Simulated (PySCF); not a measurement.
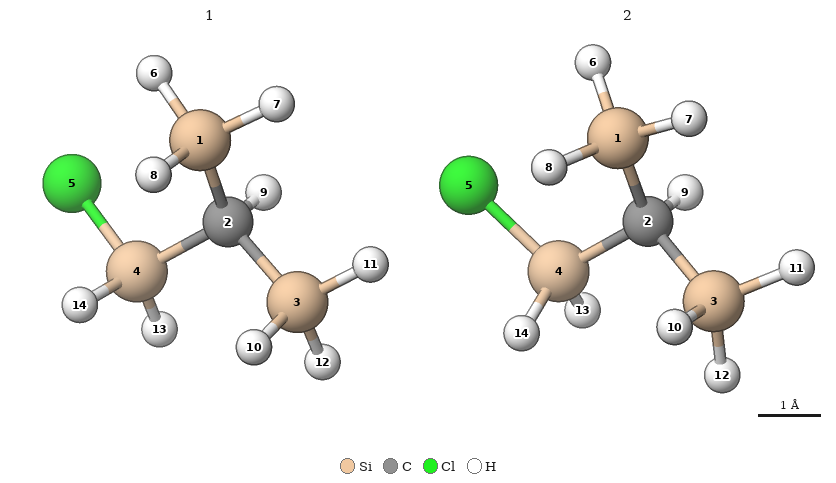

Two geometries of CH$_{9}$ClSi$_{3}$, drawn at one scale. One is the start of a relaxation, the other its converged end. The picture is a ball-and-stick view, seen at a tilt.

All numbers below come from PBE0-D3(BJ)/def2-SVP geometry optimisation, gas phase in PySCF. 

> Which geometry has the lower energy?

Structure 2 is the relaxed one. The start comes from GFN2-xTB. Its atoms were then displaced at random by about 0.01 Å. After 23 geometry steps the energy has fallen by 3.82 kcal/mol. The atom that moves furthest after the best rigid fit is Cl5 (0.66 Å). By element the largest moves are Cl 0.66 Å, H 0.62 Å, Si 0.07 Å, C 0.05 Å. Near-neighbour distances that change, for instance: Si4–H13 1.412 → 1.490 Å, Si1–H8 1.452 → 1.494 Å, Si3–H11 1.459 → 1.493 Å, C2–H9 1.075 → 1.106 Å. Bond angles that change, for instance: H13–Si4–H14 113.0° → 110.1°, Cl5–Si4–H13 105.3° → 107.7°. Groups turn about C2–Si4 by about 25°. Cost: 5.1 min on 1 thread of Arm Neoverse N1, with other jobs on the host.
